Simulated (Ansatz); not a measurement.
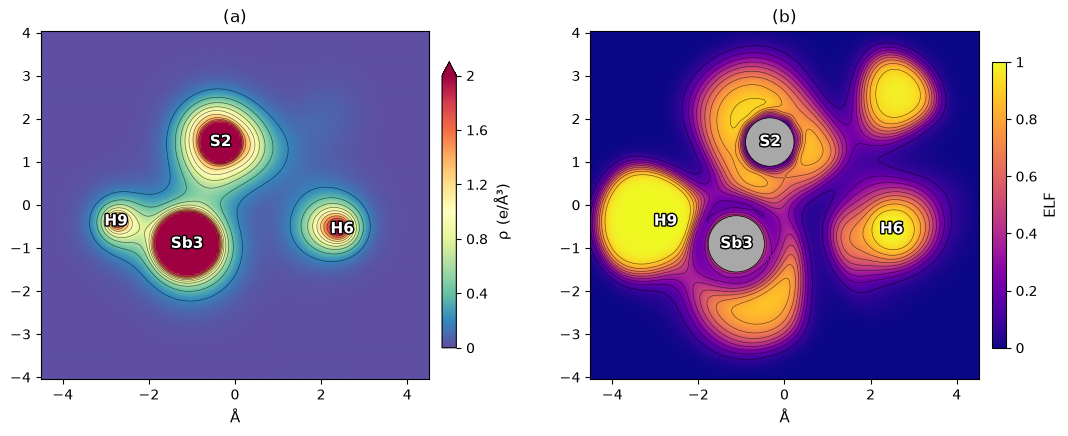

The picture shows: H6NSSbSi (SMILES N[SiH2][S][SbH2]). (a) electron density; (b) electron localisation function on the plane of atoms S2, Sb3 and H9. Grey discs cover the atomic cores in the ELF map.

Geometry: r2SCAN-D4/def2-SVP; core potentials replace the inner electrons of Sb.

All numbers below come from isolated molecule in a Gaussian basis; Kohn-Sham density functional theory, functional PBE0 in Ansatz.

```yaml
atoms:
  - { symbol: N, position_ang: [-0.9129, 1.5256, 0.5553] }
  - { symbol: S, position_ang: [0.5415, -0.3951, 2.5965] }
  - { symbol: Sb, position_ang: [0.5671, -1.4320, 0.3335] }
  - { symbol: Si, position_ang: [-1.0690, 0.9484, 2.1870] }
  - { symbol: H, position_ang: [-1.7479, 1.7634, 0.0270] }
  - { symbol: H, position_ang: [-0.1342, 2.1238, 0.2923] }
  - { symbol: H, position_ang: [-0.9959, 1.9763, 3.2711] }
  - { symbol: H, position_ang: [-2.4132, 0.2985, 2.2182] }
  - { symbol: H, position_ang: [1.0239, -2.9530, 1.0144] }
  - { symbol: H, position_ang: [-1.0895, -1.9108, 0.3651] }
```

What does the map show?

Answer. The plane passes through S, Sb and H nuclei.
Sb–S (2.49 Å): ρ at the midpoint is about 0.53 e/Å³; the ELF peaks at about 0.85 in the valence shell of S, 0.9 Å from its nucleus, and drops to about 0.20 between the two atoms.
Sb–H (1.73 Å): the density is about 1.1 e/Å³ at the midpoint; the ELF climbs to about 1 towards the hydrogen.
The ELF also peaks beside Sb3 and S2, away from the bonds: lone-pair regions.
